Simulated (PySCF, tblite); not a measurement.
# C2H6O2Si: dynamics, then NMR shifts and electronic excitations on frames, part 2 of 2

tblite 0.8.0 and PySCF 2.14.0. Atoms count from 0. The steps go on from the part before.

## Step 8: TDDFT and polarisability: 625 fs, PBE0/def2-SVPD

Job settings and geometry (Å):

```
{"job": {"kind": "uv", "xc": "PBE0", "basis": "def2-SVPD", "nstates": 5, "ntriplets": 0}, "charge": 0, "multiplicity": 1}
C     -0.361300    -2.710700     0.517600
C      0.247500    -1.548100    -0.037100
O     -0.443800    -0.864400    -0.761000
O      1.596900    -1.459800     0.027200
Si     2.211000    -0.251900     0.987100
H     -0.866800    -2.408600     1.432900
H      0.393600    -3.336800     0.846100
H     -1.257000    -3.122100     0.069900
H      2.180600    -1.007200     2.171000
H      1.467700     0.909800     0.562600
H      3.530000    -0.267500     0.542600
```

With the program's defaults for keys left out, this is: TDDFT PBE0/def2-SVPD, vertical, gas phase, core orbitals frozen in the response.

The log of the run:

```text
coarse grid: 9688 points
cycle   1  E = -518.8731343826  dE =  8.491e-01  |g| = 9.296e-01  |ddm| = 4.378e+00
cycle   2  E = -518.4642258026  dE =  4.089e-01  |g| = 1.718e+00  |ddm| = 3.458e+00
cycle   3  E = -519.0321089258  dE = -5.679e-01  |g| = 2.633e-01  |ddm| = 2.519e+00
cycle   4  E = -519.0446866995  dE = -1.258e-02  |g| = 9.455e-02  |ddm| = 3.314e-01
cycle   5  E = -519.0461965059  dE = -1.510e-03  |g| = 2.535e-02  |ddm| = 1.156e-01
cycle   6  E = -519.0463386509  dE = -1.421e-04  |g| = 4.135e-03  |ddm| = 3.636e-02
cycle   7  E = -519.0463424317  dE = -3.781e-06  |g| = 8.812e-04  |ddm| = 7.193e-03
final grid: 88992 points
cycle   8  E = -519.1242111704  dE = -3.157e-06  |g| = 1.162e-02  |ddm| = 7.729e-02
cycle   9  E = -519.1241562103  dE =  5.496e-05  |g| = 2.064e-02  |ddm| = 3.284e-02
cycle  10  E = -519.1242357473  dE = -7.954e-05  |g| = 2.313e-03  |ddm| = 2.123e-02
cycle  11  E = -519.1242367848  dE = -1.038e-06  |g| = 3.055e-04  |ddm| = 2.332e-03
cycle  12  E = -519.1242368027  dE = -1.792e-08  |g| = 6.767e-05  |ddm| = 4.762e-04
cycle  13  E = -519.1242368038  dE = -1.058e-09  |g| = 1.245e-05  |ddm| = 1.446e-04
cycle  14  E = -519.1242368038  dE = -4.013e-11  |g| = 2.050e-06  |ddm| = 2.973e-05
converged SCF energy = -519.1242368038

Static polarisability (au): isotropic 54.938, principal 45.112 55.860 63.841

Singlet excitations
state   eV       nm        f      main configurations
  1   5.0421    245.9   0.00043   H->L+1 0.78, H->L 0.17
  2   6.2633    198.0   0.02547   H->L 0.79, H->L+1 0.17
  3   6.6712    185.8   0.00742   H-1->L+1 0.55, H-1->L 0.29, H-2->L+1 0.08
  4   6.8890    180.0   0.00066   H-1->L 0.66, H-1->L+1 0.31
  5   7.2356    171.4   0.00172   H->L+3 0.52, H->L+2 0.45
```

It took 29 s on 1 thread, shared host.

Key values: HOMO -7.82 eV, LUMO -0.57 eV; lowest singlet 5.04 eV.

## Step 9: NMR shieldings: 800 fs, PBE0/pcSseg-1

Job settings and geometry (Å):

```
{"job": {"kind": "nmr", "xc": "PBE0", "basis": "pcSseg-1", "pop": false}, "charge": 0, "multiplicity": 1}
C     -0.665400    -2.008700     0.935400
C     -0.456600    -1.272200    -0.298600
O     -1.186600    -1.338500    -1.227600
O      0.776900    -0.739100    -0.478500
Si     2.061800    -0.157000     0.249300
H      0.229300    -1.951300     1.496800
H     -0.798000    -3.059100     0.738800
H     -1.651100    -1.722200     1.518300
H      2.388000    -1.177100     1.275100
H      1.776000     1.192500     0.632200
H      3.019200    -0.260600    -0.837300
```

Method: GIAO PBE0/pcSseg-1 NMR shielding, non-relativistic, gas phase.

The log of the run:

```text
coarse grid: 9688 points
cycle   1  E = -519.1366120076  dE =  8.309e-01  |g| = 9.669e-01  |ddm| = 2.899e+00
cycle   2  E = -518.7914667349  dE =  3.451e-01  |g| = 1.674e+00  |ddm| = 1.801e+00
cycle   3  E = -519.2975940562  dE = -5.061e-01  |g| = 2.464e-01  |ddm| = 1.299e+00
cycle   4  E = -519.3080651782  dE = -1.047e-02  |g| = 8.723e-02  |ddm| = 2.038e-01
cycle   5  E = -519.3092428395  dE = -1.178e-03  |g| = 2.261e-02  |ddm| = 5.814e-02
cycle   6  E = -519.3093547690  dE = -1.119e-04  |g| = 4.210e-03  |ddm| = 1.664e-02
cycle   7  E = -519.3093583657  dE = -3.597e-06  |g| = 6.742e-04  |ddm| = 3.341e-03
final grid: 88992 points
cycle   8  E = -519.3589495085  dE = -8.707e-06  |g| = 1.162e-02  |ddm| = 1.706e-02
cycle   9  E = -519.3589076516  dE =  4.186e-05  |g| = 1.921e-02  |ddm| = 1.697e-02
cycle  10  E = -519.3589722082  dE = -6.456e-05  |g| = 1.943e-03  |ddm| = 1.124e-02
cycle  11  E = -519.3589728729  dE = -6.647e-07  |g| = 2.653e-04  |ddm| = 1.292e-03
cycle  12  E = -519.3589728844  dE = -1.146e-08  |g| = 7.662e-05  |ddm| = 2.161e-04
cycle  13  E = -519.3589728857  dE = -1.291e-09  |g| = 1.399e-05  |ddm| = 5.973e-05
cycle  14  E = -519.3589728857  dE = -4.411e-11  |g| = 1.889e-06  |ddm| = 1.212e-05
converged SCF energy = -519.3589728857

GIAO shielding tensors (ppm)
atom      isotropic    diamagn.    paramagn.     s11        s22        s33       span
  0 C      168.730     250.575     -81.845    155.193    159.219    191.777     36.585
  1 C       20.731     243.333    -222.602    -92.771     72.911     82.053    174.825
  2 O     -168.121     401.278    -569.399   -490.457   -290.386    276.480    766.937
  3 O      151.013     401.900    -250.887    -10.222    215.214    248.048    258.270
  4 Si     397.361     880.749    -483.387    359.145    379.599    453.341     94.196
  5 H       30.258      31.958      -1.699     24.994     31.171     34.610      9.616
  6 H       29.546      27.078       2.468     26.619     27.283     34.737      8.117
  7 H       27.420      26.203       1.217     24.559     24.943     32.759      8.200
  8 H       26.068      29.147      -3.079     23.027     25.572     29.606      6.579
  9 H       26.814      30.549      -3.735     23.585     25.077     31.779      8.194
 10 H       26.614      29.359      -2.744     23.090     25.396     31.357      8.267
```

It took 18 s on 1 thread, shared host.

This run: δ C1 166.2, C0 18.2, O2 504.2, O3 185.1, H8 5.65, H10 5.10 ppm.

## Step 10: Excited states and response: 800 fs, PBE0/def2-SVPD

Settings changed since step 9:

```diff
@@ -1,2 +1,2 @@
-{"job": {"kind": "nmr", "xc": "PBE0", "basis": "pcSseg-1", "pop": false}, "charge": 0, "multiplicity": 1}
+{"job": {"kind": "uv", "xc": "PBE0", "basis": "def2-SVPD", "nstates": 5, "ntriplets": 0}, "charge": 0, "multiplicity": 1}
 C     -0.665400    -2.008700     0.935400
```

Method: TDDFT PBE0/def2-SVPD, vertical, gas phase, core orbitals frozen in the response.

The log of the run:

```text
coarse grid: 9688 points
cycle   1  E = -518.9003380890  dE =  7.961e-01  |g| = 9.211e-01  |ddm| = 4.217e+00
cycle   2  E = -518.5406018082  dE =  3.597e-01  |g| = 1.651e+00  |ddm| = 3.105e+00
cycle   3  E = -519.0564834485  dE = -5.159e-01  |g| = 2.269e-01  |ddm| = 2.156e+00
cycle   4  E = -519.0655539694  dE = -9.071e-03  |g| = 8.664e-02  |ddm| = 2.745e-01
cycle   5  E = -519.0668182731  dE = -1.264e-03  |g| = 2.249e-02  |ddm| = 9.890e-02
cycle   6  E = -519.0669334692  dE = -1.152e-04  |g| = 3.522e-03  |ddm| = 3.081e-02
cycle   7  E = -519.0669361032  dE = -2.634e-06  |g| = 6.376e-04  |ddm| = 5.313e-03
final grid: 88992 points
cycle   8  E = -519.1458597778  dE = -1.247e-05  |g| = 1.065e-02  |ddm| = 7.900e-02
cycle   9  E = -519.1458207072  dE =  3.907e-05  |g| = 1.795e-02  |ddm| = 2.651e-02
cycle  10  E = -519.1458804290  dE = -5.972e-05  |g| = 1.751e-03  |ddm| = 1.703e-02
cycle  11  E = -519.1458810072  dE = -5.782e-07  |g| = 2.597e-04  |ddm| = 1.722e-03
cycle  12  E = -519.1458810195  dE = -1.225e-08  |g| = 8.406e-05  |ddm| = 4.367e-04
cycle  13  E = -519.1458810211  dE = -1.601e-09  |g| = 1.508e-05  |ddm| = 1.360e-04
cycle  14  E = -519.1458810212  dE = -6.014e-11  |g| = 2.030e-06  |ddm| = 3.141e-05
converged SCF energy = -519.1458810212

Static polarisability (au): isotropic 57.364, principal 47.657 56.138 68.297

Singlet excitations
state   eV       nm        f      main configurations
  1   5.4755    226.4   0.00109   H->L 0.86, H->L+1 0.11
  2   6.9311    178.9   0.00895   H->L+1 0.85, H->L 0.11
  3   7.2045    172.1   0.00252   H-2->L 0.80, H-1->L 0.14
  4   7.5359    164.5   0.01806   H-1->L+1 0.47, H-1->L 0.42
  5   7.5717    163.7   0.01237   H-2->L+1 0.91
```

It took 30 s on 1 thread, shared host.

This run: HOMO -8.14 eV, LUMO -0.41 eV; lowest singlet 5.48 eV.

## Step 11: Nuclear shieldings: 1000 fs, PBE0/pcSseg-1

Job settings and geometry (Å):

```
{"job": {"kind": "nmr", "xc": "PBE0", "basis": "pcSseg-1", "pop": false}, "charge": 0, "multiplicity": 1}
C     -1.147700    -1.829700     1.054900
C     -0.836100    -1.131600    -0.192500
O     -1.307000    -1.167000    -1.290400
O      0.373700    -0.429600    -0.128300
Si     1.868800    -0.637900    -0.720100
H     -0.739400    -2.842800     1.210100
H     -2.277300    -1.844200     1.332700
H     -0.573800    -1.384100     1.844600
H      2.344100    -1.945200    -0.121800
H      2.347100     0.725900    -0.147000
H      2.166400    -0.865700    -2.079300
```

With the program's defaults for keys left out, this is: GIAO PBE0/pcSseg-1 NMR shielding, non-relativistic, gas phase.

The log of the run:

```text
coarse grid: 9688 points
cycle   1  E = -519.1254745647  dE =  6.607e-01  |g| = 9.725e-01  |ddm| = 2.881e+00
cycle   2  E = -518.7585748008  dE =  3.669e-01  |g| = 1.717e+00  |ddm| = 1.761e+00
cycle   3  E = -519.2901774754  dE = -5.316e-01  |g| = 2.352e-01  |ddm| = 1.260e+00
cycle   4  E = -519.2993517068  dE = -9.174e-03  |g| = 9.779e-02  |ddm| = 2.039e-01
cycle   5  E = -519.3008870895  dE = -1.535e-03  |g| = 2.376e-02  |ddm| = 6.550e-02
cycle   6  E = -519.3010101991  dE = -1.231e-04  |g| = 4.405e-03  |ddm| = 1.767e-02
cycle   7  E = -519.3010140555  dE = -3.856e-06  |g| = 7.829e-04  |ddm| = 3.189e-03
final grid: 88992 points
cycle   8  E = -519.3512897081  dE =  1.955e-06  |g| = 1.270e-02  |ddm| = 1.532e-02
cycle   9  E = -519.3512307577  dE =  5.895e-05  |g| = 2.211e-02  |ddm| = 1.941e-02
cycle  10  E = -519.3513172989  dE = -8.654e-05  |g| = 2.216e-03  |ddm| = 1.292e-02
cycle  11  E = -519.3513181727  dE = -8.739e-07  |g| = 2.516e-04  |ddm| = 1.439e-03
cycle  12  E = -519.3513181831  dE = -1.036e-08  |g| = 7.417e-05  |ddm| = 2.030e-04
cycle  13  E = -519.3513181843  dE = -1.232e-09  |g| = 1.445e-05  |ddm| = 5.968e-05
cycle  14  E = -519.3513181844  dE = -4.809e-11  |g| = 2.154e-06  |ddm| = 1.336e-05
converged SCF energy = -519.3513181844

GIAO shielding tensors (ppm)
atom      isotropic    diamagn.    paramagn.     s11        s22        s33       span
  0 C      167.983     250.697     -82.714    147.051    156.627    200.271     53.219
  1 C       12.664     245.391    -232.726   -105.068     64.919     78.142    183.210
  2 O     -195.695     400.505    -596.200   -493.608   -362.241    268.763    762.370
  3 O      126.833     404.417    -277.584     22.143    107.133    251.223    229.080
  4 Si     387.008     880.069    -493.061    329.300    356.669    475.056    145.756
  5 H       28.420      26.461       1.959     25.561     26.338     33.360      7.799
  6 H       27.978      24.772       3.206     24.199     25.435     34.300     10.100
  7 H       29.492      31.690      -2.198     25.315     29.824     33.337      8.022
  8 H       26.020      28.974      -2.954     22.460     25.499     30.102      7.642
  9 H       25.358      28.558      -3.201     21.980     23.977     30.117      8.137
 10 H       26.781      30.155      -3.373     23.911     25.311     31.122      7.212
```

Wall time 21 s (1 thread, shared host).

This run: δ C1 174.3, C0 18.9, O2 531.8, O3 209.2, H9 6.36, H8 5.70 ppm.

## Step 12: TDDFT and polarisability: 1000 fs, PBE0/def2-SVPD

Settings changed since step 11:

```diff
@@ -1,2 +1,2 @@
-{"job": {"kind": "nmr", "xc": "PBE0", "basis": "pcSseg-1", "pop": false}, "charge": 0, "multiplicity": 1}
+{"job": {"kind": "uv", "xc": "PBE0", "basis": "def2-SVPD", "nstates": 5, "ntriplets": 0}, "charge": 0, "multiplicity": 1}
 C     -1.147700    -1.829700     1.054900
```

Level: TDDFT PBE0/def2-SVPD, vertical, gas phase, core orbitals frozen in the response.

The log of the run:

```text
coarse grid: 9688 points
cycle   1  E = -518.8897057513  dE =  6.248e-01  |g| = 9.263e-01  |ddm| = 4.044e+00
cycle   2  E = -518.5138389786  dE =  3.759e-01  |g| = 1.684e+00  |ddm| = 2.814e+00
cycle   3  E = -519.0488530694  dE = -5.350e-01  |g| = 2.170e-01  |ddm| = 1.967e+00
cycle   4  E = -519.0568325687  dE = -7.979e-03  |g| = 9.488e-02  |ddm| = 2.645e-01
cycle   5  E = -519.0583880110  dE = -1.555e-03  |g| = 2.325e-02  |ddm| = 9.965e-02
cycle   6  E = -519.0585117404  dE = -1.237e-04  |g| = 3.737e-03  |ddm| = 2.979e-02
cycle   7  E = -519.0585146474  dE = -2.907e-06  |g| = 7.638e-04  |ddm| = 4.915e-03
final grid: 88992 points
cycle   8  E = -519.1383633965  dE = -1.345e-06  |g| = 1.175e-02  |ddm| = 7.114e-02
cycle   9  E = -519.1383079386  dE =  5.546e-05  |g| = 2.079e-02  |ddm| = 2.941e-02
cycle  10  E = -519.1383888509  dE = -8.091e-05  |g| = 2.005e-03  |ddm| = 1.939e-02
cycle  11  E = -519.1383896137  dE = -7.628e-07  |g| = 2.205e-04  |ddm| = 1.846e-03
cycle  12  E = -519.1383896234  dE = -9.621e-09  |g| = 6.979e-05  |ddm| = 3.349e-04
cycle  13  E = -519.1383896245  dE = -1.112e-09  |g| = 1.439e-05  |ddm| = 1.082e-04
cycle  14  E = -519.1383896245  dE = -5.537e-11  |g| = 2.071e-06  |ddm| = 2.739e-05
converged SCF energy = -519.1383896245

Static polarisability (au): isotropic 59.170, principal 51.204 58.432 67.872

Singlet excitations
state   eV       nm        f      main configurations
  1   5.1139    242.4   0.00020   H->L 0.93
  2   6.6380    186.8   0.02454   H-1->L 0.87
  3   6.6715    185.8   0.00364   H->L+1 0.89
  4   7.1246    174.0   0.01037   H-1->L+1 0.88
  5   7.4516    166.4   0.05225   H-2->L 0.73
```

Wall time 33 s (1 thread, shared host).

This run: HOMO -8.14 eV, LUMO -0.82 eV; lowest singlet 5.11 eV.

## Step 13: Run by run: NMR shifts

Shifts (ppm) of some atoms, chosen among heavy atoms and hydrogens apart, with basis size and wall time:

```csv
frame,C1,C0,H6,H7,O2,O3,Si4,functions,time
250 fs,172.6,18.1,1.79,-0.21,461.8,163.4,-52.5,122,20 s
425 fs,181.8,28.2,2.88,1.24,490.9,163.3,-43.0,122,19 s
625 fs,187.4,15.5,0.71,2.80,555.3,181.8,-26.7,122,18 s
800 fs,166.2,18.2,2.17,4.30,504.2,185.1,-48.2,122,18 s
1000 fs,174.3,18.9,3.74,2.23,531.8,209.2,-37.9,122,21 s
```

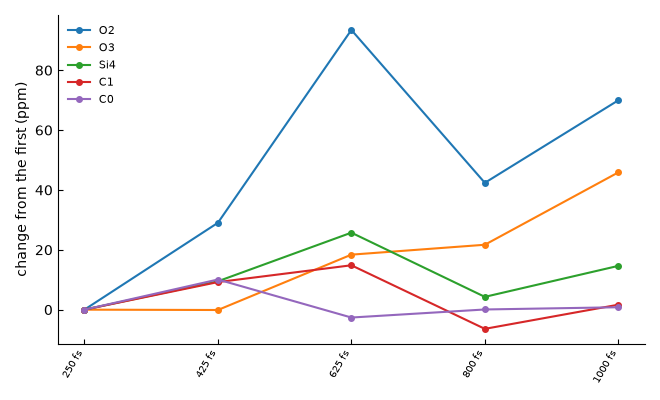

How five of the tabulated atoms move from run to run.

## Step 14: Side by side: electronic excitations

Excitations and ground-state properties, with basis size and wall time:

```csv
frame,lowest singlet (eV),brightest (eV),f,gap (eV),α (Å³),μ (D),functions,time
250 fs,5.73,7.57,0.071,8.00,8.24,2.59,158,30 s
425 fs,5.51,6.53,0.046,7.57,8.63,2.40,158,29 s
625 fs,5.04,6.26,0.025,7.25,8.14,3.16,158,29 s
800 fs,5.48,7.54,0.018,7.73,8.50,3.64,158,30 s
1000 fs,5.11,7.45,0.052,7.32,8.77,2.66,158,33 s
```

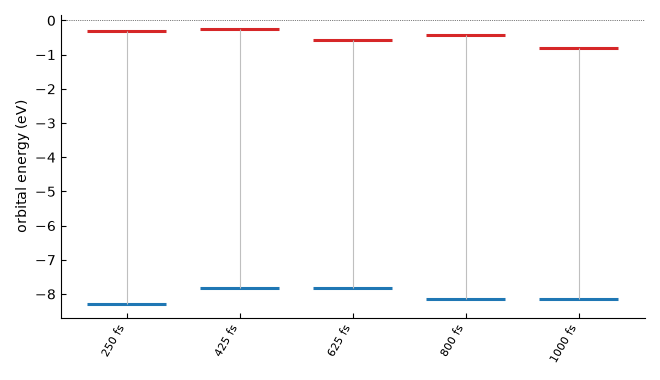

HOMO (blue) and LUMO (red) run by run.

## Step 15: Summary of results

The summary covers parts 1 to 2.

| quantity | value |
| --- | --- |
| thermostat | 600 K |
| mean temperature, second half | 620 K |
| mean potential energy above the minimum | 0.89 eV |
| 13C shifts against TMS (PBE0/pcSseg-1, 250 fs) | 172.6, 18.1 ppm |
| 1H shifts against TMS (PBE0/pcSseg-1, 250 fs) | 5.11, 4.60, 4.23, 2.45, 1.79, -0.21 ppm |
| 17O shifts against H2O (PBE0/pcSseg-1, 250 fs) | 461.8, 163.4 ppm |
| 29Si shifts against TMS (PBE0/pcSseg-1, 250 fs) | -52.5 ppm |
| lowest singlet (PBE0/def2-SVPD, 250 fs) | 5.73 eV (216 nm), f = 0.001 |
| brightest single state of those computed | state 3, 7.57 eV, f = 0.071 |
| range of the shift of O2 | 461.8 to 555.3 ppm |
| range of the lowest singlet | 5.04 to 5.73 eV |

In words: In the second half the potential energy averages 0.89 eV above the minimum; equipartition over 27 harmonic modes at 600 K would give 0.70 eV. With 11 atoms the temperature swings widely (338 to 870 K). Shifts at one fixed geometry are not the observed spectrum, which averages over the motion. In the first frame run (250 fs): Shielding is most anisotropic at O2 (span 765 ppm, paramagnetic term -528 ppm). The lowest singlet, at 5.73 eV, is HOMO→LUMO 0.84, HOMO→LUMO+1 0.14 and is dark; of the 5 states computed, the strongest absorption comes from state 3 at 7.57 eV. Across the 5 runs the shift of O2 moves most, between 461.8 (250 fs) and 555.3 ppm (625 fs). The lowest singlet runs from 5.04 eV (625 fs) to 5.73 eV (250 fs), while the orbital gap spans 7.25 to 8.00 eV. The lowest state need not be the same one in every run.
